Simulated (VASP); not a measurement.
## A VASP study of NiSb (Breithauptite) (PBE + U): structure first, properties next

What structure does NiSb (Breithauptite) take at this level, and what are its properties? The steps: full relaxation (PBE + U), second relaxation, density, ELF and potential (PBE + U), band structure (PBE + U), density of states (PBE + U), electric field gradients (PBE + U), zone-centre phonons (PBE + U) and bands along the symmetry lines (r2SCAN + U). The start is a cell from a database of measured crystal structures.

Method: PBE, DFT+U (Ni d 5.3 eV), spin-polarised from a ferromagnetic start; plane waves and PAW (Sb, Ni), in the first sound run; inputs show where later runs differ, in VASP 6.6.1.

The database entry behind the starting cell differs from later determinations by our own check (c about 0.3 % short), so it need not match the best structure at ambient conditions.

### 1. The starting structure

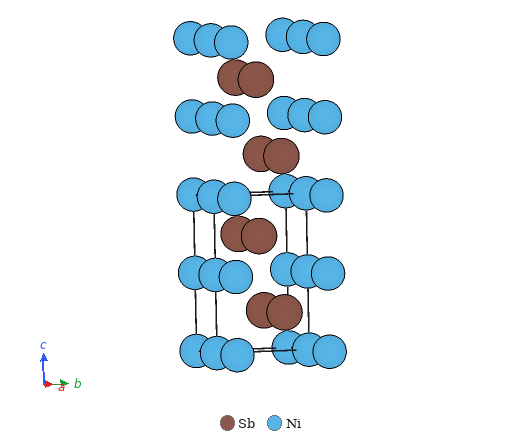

The starting structure, seen slightly off an axis (antimony brown, nickel blue). 2×1×2 cells are drawn. Some periodic images of atoms are drawn too.

As a file:

```xyz
4
Lattice="3.9280 0.0000 0.0000 -1.9640 3.4017 0.0000 0.0000 0.0000 5.1200" Properties=species:S:1:pos:R:3 pbc="T T T"
Sb    1.9640    1.1339    3.8400
Sb    0.0000    2.2678    1.2800
Ni    0.0000    0.0000    2.5600
Ni    0.0000    0.0000    0.0000
```

### 2. Full relaxation (PBE + U)

Properties are meant for the cell that this level of theory prefers, so cell and atoms are relaxed first (ISIF = 3) until forces and stress are small; EDIFFG sets the threshold. PBE, the usual starting point, adds the gradient of the density. A Hubbard U penalises fractional filling of the localised shell, which semilocal functionals favour.

The input, INCAR:

```
SYSTEM = NiSb
PREC = Accurate
ENCUT = 400
EDIFF = 1E-06
NELM = 100
ISMEAR = 0
SIGMA = 0.05
LREAL = .FALSE.
ALGO = Normal
GGA = PE
ISPIN = 2
MAGMOM = 0 0 1 1
LDAU = .TRUE.
LDAUTYPE = 2
LDAUL = -1 2
LDAUU = 0 5.3
LDAUJ = 0 0
LDAUPRINT = 1
LASPH = .TRUE.
LMAXMIX = 4
LORBIT = 11
LWAVE = .FALSE.
LCHARG = .FALSE.
KPAR = 2
IBRION = 2
NSW = 60
ISIF = 3
EDIFFG = -0.01
```

The input, POSCAR:

```
NiSb
1.0
    3.9280000000      0.0000000000      0.0000000000
   -1.9640000000      3.4017477861      0.0000000000
    0.0000000000      0.0000000000      5.1200000000
Sb Ni
2 2
Direct
    0.6666666667      0.3333333333      0.7500000000
    0.3333333333      0.6666666667      0.2500000000
    0.0000000000      0.0000000000      0.5000000000
    0.0000000000      0.0000000000      0.0000000000
```

The input, KPOINTS:

```
Automatic mesh
0
Gamma
8 8 5
0 0 0
```

Potentials, in the order of the species: Sb and Ni (PBE family, release 64).

Run with:

```bash
$ mpirun -np 2 vasp_std
```

Output:

```text
[banner, memory and clock lines left out]
running    2 mpi-ranks, on    1 nodes
 distrk:  each k-point on    1 cores,    2 groups
 distr:  one band on    1 cores,    1 groups

 POSCAR found type information on POSCAR SbNi
 POSCAR found :  2 types and       4 ions
 LDA part: xc-table for (Slater+PW92), standard interpolation
 POSCAR, INCAR and KPOINTS ok, starting setup
 FFT: planning ... GRIDC
 FFT: planning ... GRID_SOFT
 FFT: planning ... GRID
 WAVECAR not read
 entering main loop
       N       E                     dE             d eps       ncg     rms          rms(c)
DAV:   1     0.157932483252E+03    0.15793E+03   -0.10858E+04  2408   0.128E+03
DAV:   2    -0.600675752538E+01   -0.16394E+03   -0.15894E+03  2484   0.282E+02
DAV:   3    -0.140061452328E+02   -0.79994E+01   -0.78837E+01  2720   0.826E+01
DAV:   4    -0.141454903631E+02   -0.13935E+00   -0.13918E+00  2680   0.104E+01
DAV:   5    -0.141493626473E+02   -0.38723E-02   -0.38721E-02  2776   0.177E+00    0.102E+01
DAV:   6    -0.145273447109E+02   -0.37798E+00   -0.40926E+00  2672   0.372E+01    0.635E+00
DAV:   7    -0.141432504381E+02    0.38409E+00   -0.25792E+00  2676   0.338E+01    0.431E+00
DAV:   8    -0.141053033531E+02    0.37947E-01   -0.55148E-01  3068   0.915E+00    0.132E+00
DAV:   9    -0.141144953881E+02   -0.91920E-02   -0.75282E-02  2840   0.459E+00    0.493E-01
DAV:  10    -0.141165002885E+02   -0.20049E-02   -0.91697E-03  3468   0.104E+00    0.230E-01
DAV:  11    -0.141184209989E+02   -0.19207E-02   -0.24519E-03  3432   0.837E-01    0.155E-01
DAV:  12    -0.141186891598E+02   -0.26816E-03   -0.70043E-04  2896   0.303E-01    0.635E-02
DAV:  13    -0.141188541171E+02   -0.16496E-03   -0.29991E-04  3560   0.305E-01    0.378E-02
DAV:  14    -0.141188753602E+02   -0.21243E-04   -0.11346E-04  2916   0.143E-01    0.213E-02
DAV:  15    -0.141188838131E+02   -0.84530E-05   -0.22304E-05  3204   0.878E-02    0.568E-03
DAV:  16    -0.141188850130E+02   -0.11998E-05   -0.54432E-06  2300   0.245E-02    0.255E-03
DAV:  17    -0.141188855961E+02   -0.58314E-06   -0.71719E-07  1356   0.145E-02
   1 F= -.14118886E+02 E0= -.14117305E+02  d E =-.141189E+02  mag=     0.0029
 curvature:   0.00 expect dE= 0.000E+00 dE for cont linesearch  0.000E+00
 trial: gam= 0.00000 g(F)=  0.352E-46 g(S)=  0.235E-01 ort = 0.000E+00 (trialstep = 0.100E+01)
 search vector abs. value=  0.235E-01
 bond charge predicted
       N       E                     dE             d eps       ncg     rms          rms(c)
DAV:   1    -0.145469857294E+02   -0.42810E+00   -0.46056E+00  2628   0.349E+01    0.616E+00
DAV:   2    -0.150070042185E+02   -0.46002E+00   -0.80087E+00  2632   0.567E+01    0.727E+00
DAV:   3    -0.141271800838E+02    0.87982E+00   -0.33540E+00  2656   0.380E+01    0.824E-01
DAV:   4    -0.141275403136E+02   -0.36023E-03   -0.11957E-01  2476   0.223E+00    0.698E-01
DAV:   5    -0.141219075646E+02    0.56327E-02   -0.14725E-02  2780   0.222E+00    0.169E-01
DAV:   6    -0.141219676700E+02   -0.60105E-04   -0.14310E-03  2500   0.447E-01    0.417E-02
DAV:   7    -0.141219914040E+02   -0.23734E-04   -0.57119E-05  3236   0.719E-02    0.238E-02
DAV:   8    -0.141219895730E+02    0.18310E-05   -0.19770E-05  2660   0.777E-02    0.713E-03
DAV:   9    -0.141219893139E+02    0.25917E-06   -0.21627E-06  1840   0.152E-02
   2 F= -.14121989E+02 E0= -.14120362E+02  d E =-.310372E-02  mag=     0.0000
[...]
3 F= -.14125651E+02 E0= -.14124003E+02  d E =-.676571E-02  mag=    -0.0000
[...]
4 F= -.14125650E+02 E0= -.14124001E+02  d E =-.676421E-02  mag=    -0.0000
[...]
5 F= -.14125974E+02 E0= -.14124260E+02  d E =-.324404E-03  mag=     0.0000
 trial-energy change:   -0.000324  1 .order   -0.000328   -0.000459   -0.000196
 step:   1.6054(harm=  1.6054)  dis= 0.00000  next Energy=   -14.126051 (dE=-0.401E-03)
 bond charge predicted
       N       E                     dE             d eps       ncg     rms          rms(c)
DAV:   1    -0.141264640231E+02   -0.48969E-03   -0.14526E-02  2544   0.101E+00    0.150E-01
DAV:   2    -0.141262533484E+02    0.21067E-03   -0.12858E-03  2672   0.665E-01    0.105E-01
DAV:   3    -0.141261374313E+02    0.11592E-03   -0.78621E-04  2664   0.559E-01    0.771E-02
DAV:   4    -0.141260441944E+02    0.93237E-04   -0.22104E-04  2720   0.244E-01    0.107E-02
DAV:   5    -0.141260450488E+02   -0.85444E-06   -0.22711E-05  2872   0.549E-02    0.588E-03
DAV:   6    -0.141260450148E+02    0.34061E-07   -0.29050E-06  2000   0.292E-02
   6 F= -.14126045E+02 E0= -.14124291E+02  d E =-.395213E-03  mag=    -0.0000
 curvature:  -0.83 expect dE=-0.260E-04 dE for cont linesearch -0.500E-08
 trial: gam= 0.00191 g(F)=  0.178E-46 g(S)=  0.313E-04 ort = 0.176E-05 (trialstep = 0.106E+01)
 search vector abs. value=  0.314E-04
 reached required accuracy - stopping structural energy minimisation
```

Wall time 6.3 min (2 MPI ranks of AMD EPYC 7R43, shared host); peak memory 0.36 GiB.

The logs omit lines about the potential files and the build; timing stands in the text.

From OUTCAR (step 2):

```text
ion  position               nearest neighbor table
   1  0.667  0.333  0.750-   3 2.60   4 2.60   3 2.60   4 2.60   3 2.60   4 2.60   2 3.42   2 3.42
                             2 3.42   2 3.42   2 3.42   2 3.42
   2  0.333  0.667  0.250-   3 2.60   4 2.60   3 2.60   4 2.60   3 2.60   4 2.60   1 3.42   1 3.42
                             1 3.42   1 3.42   1 3.42   1 3.42
   3  0.000  0.000  0.500-   4 2.56   4 2.56   1 2.60   2 2.60   1 2.60   2 2.60   1 2.60   2 2.60

  LATTYP: Found a hexagonal cell.
 ALAT       =     3.9280000000
 C/A-ratio  =     1.3034623218

 Subroutine GETGRP returns: Found 24 space group operations
 (whereof 12 operations were pure point group operations)

The static configuration has the point symmetry D_3d.
 The point group associated with its full space group is D_6h.

 Found     30 irreducible k-points:

   k-points           NKPTS =     30   k-points in BZ     NKDIM =     30   number of bands    NBANDS=     20

   dimension x,y,z NGX =    28 NGY =   28 NGZ =   36
   dimension x,y,z NGXF=    56 NGYF=   56 NGZF=   72

   ENCUT  =  400.0 eV  29.40 Ry    5.42 a.u.   6.41  6.41  8.35*2*pi/ulx,y,z

   NELECT =      30.0000    total number of electrons

 k-points in reciprocal lattice and weights: Automatic mesh
   0.00000000  0.00000000  0.00000000       0.003
   0.12500000  0.00000000  0.00000000       0.019
   0.25000000  0.00000000  0.00000000       0.019
   0.37500000 -0.00000000  0.00000000       0.019
   0.50000000  0.00000000  0.00000000       0.009
   0.12500000  0.12500000  0.00000000       0.019
   0.25000000  0.12500000  0.00000000       0.038
   0.37500000  0.12500000  0.00000000       0.038
   0.25000000  0.25000000  0.00000000       0.019
[...]
0.25000000  0.25000000  0.40000000       0.038
   0.37500000  0.25000000  0.40000000       0.038

atom =   3  type =  2  l = 2

 onsite density matrix

spin component  1

  0.8780 -0.0000  0.0000 -0.0500 -0.0000
 -0.0000  0.8679 -0.0000  0.0000 -0.0500
  0.0000 -0.0000  0.9001  0.0000  0.0000
 -0.0500  0.0000  0.0000  0.8679 -0.0000
 -0.0000 -0.0500  0.0000 -0.0000  0.8780

spin component  2

  0.8780 -0.0000  0.0000 -0.0500 -0.0000
 -0.0000  0.8679 -0.0000 -0.0000 -0.0500
  0.0000 -0.0000  0.9001  0.0000  0.0000
 -0.0500 -0.0000  0.0000  0.8679 -0.0000
 -0.0000 -0.0500  0.0000 -0.0000  0.8780

 occupancies and eigenvectors

  o =  0.8227  v =  0.6705  0.0000 -0.0000  0.7419  0.0000  0.0000  0.0000  0.0000  0.0000  0.0000      0.0000  0.0000  0.0000  0.0000  0.0000  0.0000  0.0000  0.0000  0.0000  0.0000
  o =  0.8227  v =  0.0000  0.7419 -0.0000  0.0000  0.6705  0.0000  0.0000  0.0000  0.0000  0.0000      0.0000  0.0000  0.0000  0.0000  0.0000  0.0000  0.0000  0.0000  0.0000  0.0000
  o =  0.8227  v =  0.0000  0.0000  0.0000  0.0000  0.0000  0.6705  0.0000 -0.0000  0.7419  0.0000      0.0000  0.0000  0.0000  0.0000  0.0000  0.0000  0.0000  0.0000  0.0000  0.0000
  o =  0.8227  v =  0.0000  0.0000  0.0000  0.0000  0.0000  0.0000  0.7419 -0.0000 -0.0000  0.6705      0.0000  0.0000  0.0000  0.0000  0.0000  0.0000  0.0000  0.0000  0.0000  0.0000
  o =  0.9001  v =  0.0000  0.0000  0.0000  0.0000  0.0000  0.0000 -0.0000 -1.0000 -0.0000  0.0000      0.0000  0.0000  0.0000  0.0000  0.0000  0.0000  0.0000  0.0000  0.0000  0.0000
  o =  0.9001  v =  0.0000 -0.0000 -1.0000 -0.0000  0.0000  0.0000  0.0000  0.0000  0.0000  0.0000      0.0000  0.0000  0.0000  0.0000  0.0000  0.0000  0.0000  0.0000  0.0000  0.0000
  o =  0.9232  v = -0.7419  0.0000 -0.0000  0.6705  0.0000  0.0000  0.0000  0.0000  0.0000  0.0000      0.0000  0.0000  0.0000  0.0000  0.0000  0.0000  0.0000  0.0000  0.0000  0.0000
  o =  0.9232  v =  0.0000  0.6705 -0.0000  0.0000 -0.7419  0.0000  0.0000  0.0000  0.0000  0.0000      0.0000  0.0000  0.0000  0.0000  0.0000  0.0000  0.0000  0.0000  0.0000  0.0000
  o =  0.9232  v =  0.0000  0.0000  0.0000  0.0000  0.0000 -0.7419  0.0000 -0.0000  0.6705  0.0000      0.0000  0.0000  0.0000  0.0000  0.0000  0.0000  0.0000  0.0000  0.0000  0.0000
  o =  0.9232  v =  0.0000  0.0000  0.0000  0.0000  0.0000  0.0000  0.6705 -0.0000 -0.0000 -0.7419      0.0000  0.0000  0.0000  0.0000  0.0000  0.0000  0.0000  0.0000  0.0000  0.0000

atom =   4  type =  2  l = 2

 onsite density matrix

spin component  1

  0.8780 -0.0000  0.0000  0.0500 -0.0000
 -0.0000  0.8679  0.0000 -0.0000  0.0500
  0.0000  0.0000  0.9001  0.0000  0.0000
  0.0500 -0.0000  0.0000  0.8679 -0.0000
 -0.0000  0.0500  0.0000 -0.0000  0.8780

spin component  2

 occupancies and eigenvectors

  o =  0.8227  v =  0.6705  0.0000 -0.0000 -0.7419  0.0000  0.0000  0.0000  0.0000  0.0000  0.0000      0.0000  0.0000  0.0000  0.0000  0.0000  0.0000  0.0000  0.0000  0.0000  0.0000
  o =  0.8227  v =  0.0000 -0.7419 -0.0000 -0.0000  0.6705  0.0000  0.0000  0.0000  0.0000  0.0000      0.0000  0.0000  0.0000  0.0000  0.0000  0.0000  0.0000  0.0000  0.0000  0.0000
  o =  0.8227  v =  0.0000  0.0000  0.0000  0.0000  0.0000 -0.6705 -0.0000 -0.0000  0.7419  0.0000      0.0000  0.0000  0.0000  0.0000  0.0000  0.0000  0.0000  0.0000  0.0000  0.0000
  o =  0.8227  v =  0.0000  0.0000  0.0000  0.0000  0.0000 -0.0000  0.7419  0.0000  0.0000 -0.6705      0.0000  0.0000  0.0000  0.0000  0.0000  0.0000  0.0000  0.0000  0.0000  0.0000
  o =  0.9001  v =  0.0000  0.0000  0.0000  0.0000  0.0000 -0.0000 -0.0000  1.0000 -0.0000 -0.0000      0.0000  0.0000  0.0000  0.0000  0.0000  0.0000  0.0000  0.0000  0.0000  0.0000
  o =  0.9001  v =  0.0000  0.0000 -1.0000  0.0000  0.0000  0.0000  0.0000  0.0000  0.0000  0.0000      0.0000  0.0000  0.0000  0.0000  0.0000  0.0000  0.0000  0.0000  0.0000  0.0000
  o =  0.9232  v = -0.7419  0.0000 -0.0000 -0.6705  0.0000  0.0000  0.0000  0.0000  0.0000  0.0000      0.0000  0.0000  0.0000  0.0000  0.0000  0.0000  0.0000  0.0000  0.0000  0.0000
  o =  0.9232  v =  0.0000 -0.6705 -0.0000 -0.0000 -0.7419  0.0000  0.0000  0.0000  0.0000  0.0000      0.0000  0.0000  0.0000  0.0000  0.0000  0.0000  0.0000  0.0000  0.0000  0.0000
  o =  0.9232  v =  0.0000  0.0000  0.0000  0.0000  0.0000  0.7419 -0.0000 -0.0000  0.6705 -0.0000      0.0000  0.0000  0.0000  0.0000  0.0000  0.0000  0.0000  0.0000  0.0000  0.0000
  o =  0.9232  v =  0.0000  0.0000  0.0000  0.0000  0.0000  0.0000  0.6705  0.0000  0.0000  0.7419      0.0000  0.0000  0.0000  0.0000  0.0000  0.0000  0.0000  0.0000  0.0000  0.0000

 average (electrostatic) potential at core
       1 -83.0573       2 -83.0573       3 -80.0858       4 -80.0858

 E-fermi :   9.9493

 spin component 1
 k-point     1 :       0.0000    0.0000    0.0000
  band No.  band energies     occupation
    ...
      9       7.2043      1.00000
     10       7.2043      1.00000
     11       8.0805      1.00000
     12       8.0805      1.00000
     13       9.3847      1.00000
     14      10.9640      0.00000
     15      10.9640      0.00000
     16      12.4958      0.00000
     17      12.4958      0.00000
     18      13.4627      0.00000
    ...

 k-point     2 :       0.1250    0.0000    0.0000
  band No.  band energies     occupation
    ...
     10       7.2397      1.00000
     11       8.0485      1.00000
     12       8.0811      1.00000
     13       9.3262      1.00000
     14       9.5250      1.00000
     15      10.1820      0.00000
     16      11.8551      0.00000
     17      13.1536      0.00000
     18      13.8600      0.00000
     19      14.8120      0.00000
    ...

 k-point     3 :       0.2500    0.0000    0.0000
  band No.  band energies     occupation
    ...
     11       7.9463      1.00000
     12       7.9868      1.00000
     13       8.0828      1.00000
     14       9.0466      1.00000
     15       9.1080      1.00000
     16      10.9309      0.00000
     17      12.6536      0.00000
     18      13.7825      0.00000
     19      14.2910      0.00000
     20      16.4777      0.00000

 k-point     4 :       0.3750   -0.0000    0.0000
  band No.  band energies     occupation
    ...
     11       7.4211      1.00000
     12       7.9356      1.00000
     13       8.0500      1.00000
     14       8.0850      1.00000
     15       8.5398      1.00000
     16       9.9758      0.22602
     17      11.4280      0.00000
     18      13.6453      0.00000
     19      14.0015      0.00000
     20      15.9382      0.00000

 k-point     5 :       0.5000    0.0000    0.0000
  band No.  band energies     occupation
    ...
     12       7.4604      1.00000
     13       7.7688      1.00000
     14       7.9898      1.00000
     15       8.0864      1.00000
     16       9.5089      1.00000
     17      11.0023      0.00000
     18      13.4542      0.00000
     19      14.0447      0.00000
     20      15.7101      0.00000

 k-point     6 :       0.1250    0.1250    0.0000
  band No.  band energies     occupation
    ...
     11       8.0040      1.00000
     12       8.0809      1.00000
     13       8.2874      1.00000
     14       9.0500      1.00000
     15       9.2029      1.00000
     16      12.1951      0.00000
     17      12.5482      0.00000
     18      13.0937      0.00000
     19      15.4812      0.00000
     20      15.5998      0.00000

  Total        0.0316509      0.0316509      0.0244047      0.0000000      0.0000000      0.0000000
  in kB        0.7529882      0.7529882      0.5805976      0.0000000      0.0000000      0.0000000
  external PRESSURE =       0.6955247 kB  Pullay stress =       0.0000000 kB

  energy-cutoff  :      400.00
  volume of cell :       67.35
      direct lattice vectors                 reciprocal lattice vectors
     3.896764898  0.000000000 -0.000000000     0.256623129  0.148161432 -0.000000000
    -1.948382449  3.374697394  0.000000000    -0.000000000  0.296322865 -0.000000000
     0.000000000  0.000000000  5.121169153     0.000000000 -0.000000000  0.195267911

 POSITION                                       TOTAL-FORCE (eV/Angst)
 -----------------------------------------------------------------------------------
      1.94838      1.12490      3.84088         0.000000     -0.000000     -0.000000
     -0.00000      2.24980      1.28029        -0.000000      0.000000      0.000000
      0.00000      0.00000      2.56058        -0.000000     -0.000000      0.000000
      0.00000      0.00000     -0.00000        -0.000000      0.000000      0.000000
 -----------------------------------------------------------------------------------
    total drift:                               -0.000000      0.000000     -0.000000

  FREE ENERGIE OF THE ION-ELECTRON SYSTEM (eV)
  ---------------------------------------------------
  free  energy   TOTEN  =       -14.1260450148 eV

  energy  without entropy=      -14.1225373001  energy(sigma->0) =      -14.12429116

 reached required accuracy - stopping structural energy minimisation

 total charge
# of ion       s       p       d       tot
------------------------------------------
    1        1.133   1.212   0.071   2.416
    2        1.133   1.212   0.071   2.416
    3        0.426   0.461   8.748   9.636
    4        0.426   0.461   8.748   9.636
--------------------------------------------------
tot          3.119   3.346  17.639  24.104

 magnetization (x)
# of ion       s       p       d       tot
------------------------------------------
    1       -0.000  -0.000  -0.000  -0.000
    2       -0.000  -0.000  -0.000  -0.000
    3       -0.000  -0.000  -0.000  -0.000
    4       -0.000  -0.000  -0.000  -0.000
--------------------------------------------------
tot         -0.000  -0.000  -0.000  -0.000

[... 1 further part left out ...]
```

CONTCAR:

```
NiSb
   1.00000000000000
     3.8967648975184388    0.0000000000000000   -0.0000000000000000
    -1.9483824487592194    3.3746973938603304    0.0000000000000000
     0.0000000000000000    0.0000000000000000    5.1211691527395837
  Sb              Ni
     2     2
Direct
     0.6666666667000030    0.3333333332999970    0.7500000000000000
     0.3333333332999970    0.6666666667000030    0.2500000000000000
     0.0000000000000000    0.0000000000000000    0.5000000000000000
     0.0000000000000000    0.0000000000000000    0.0000000000000000
```

The moments of the start collapse, so the state is non-magnetic; other starts or orders were not tried. The k-mesh is coarse for a metal. A U on the itinerant d states of such a compound is hard to justify; it moves the bands at the Fermi level. The run keeps the 24 symmetry operations of its start, so it cannot find a distortion of lower symmetry.

The steps of the relaxation:

| step | energy less that of the first step (eV) | largest force (eV/Å) | pressure (GPa) | volume (Å³) |
| --- | --- | --- | --- | --- |
| 1 | 0.0000 | 0.0000 | -1.82 | 68.41 |
| 2 | -0.0031 | 0.0000 | 1.51 | 66.51 |
| 3 | -0.0068 | 0.0000 | 0.02 | 67.32 |
| 4 | -0.0068 | 0.0000 | 0.10 | 67.29 |
| 5 | -0.0071 | 0.0000 | 0.11 | 67.32 |
| 6 | -0.0072 | 0.0000 | 0.07 | 67.35 |

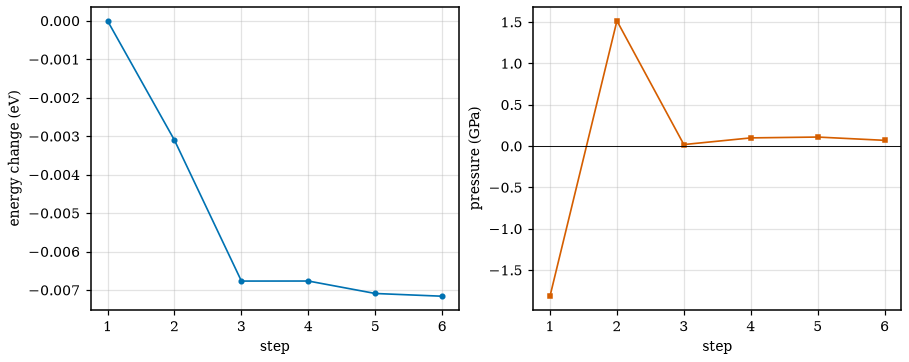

Energy and pressure along the relaxation.

| conventional cell, symmetrised | before | after | change |
| --- | --- | --- | --- |
| a (Å) | 3.928 | 3.897 | -0.8 % |
| b (Å) | 3.928 | 3.897 | -0.8 % |
| c (Å) | 5.120 | 5.121 | +0.0 % |
| volume (Å³/atom) | 17.10 | 16.84 | -1.6 % |

Final coordinates:

```cif
data_structure
_symmetry_space_group_name_H-M 'P 1'
_symmetry_Int_Tables_number 1
_cell_length_a 3.8968
_cell_length_b 3.8968
_cell_length_c 5.1212
_cell_angle_alpha 90.000
_cell_angle_beta 90.000
_cell_angle_gamma 120.000
_cell_volume 67.35
loop_
_atom_site_label
_atom_site_type_symbol
_atom_site_fract_x
_atom_site_fract_y
_atom_site_fract_z
_atom_site_occupancy
Sb1 Sb 0.66667 0.33333 0.75000 1
Sb2 Sb 0.33333 0.66667 0.25000 1
Ni3 Ni 0.00000 0.00000 0.50000 1
Ni4 Ni 0.00000 0.00000 0.00000 1
```

Numbers from this step:

```yaml
electrons: 30
bands: 20
irreducible_k_points: 30
symmetry_operations: 24
free_energy_toten: -14.13 eV
energy_at_zero_smearing: -14.12 eV
fermi_energy: 9.949 eV
pressure: 0.06955 GPa
metallic: yes
scf_cycles_over_all_ionic_steps: 53
```

The spin moment in the PAW sphere vanishes on all atoms.

It ends with forces that vanish by symmetry and a pressure of 0.07 GPa. The volume lies -1.6 % from that of the database's start, which holds the thermal and zero-point expansion of its experiment.

(Part 1 of 6 ends here.)

[Lines on the potential files, build, host, timing and source positions are cut from VASP's logs without a mark.]

[Logs are printed without paths, hosts, clocks, repeated set-up lines and the standing remarks that a program may print on its own settings, such as how far it seeks lower states.]

[Hosts, paths, dates, database ids (printed as entryN), source tags and the programs' standing remarks are cut or masked in the printed files.]

[A measured line is paired with the nearest computed mode of its activity, which favours agreement.]

[In band tables of VASP the shares of atoms and orbitals are scaled to a sum of 1 inside the atoms' spheres.]
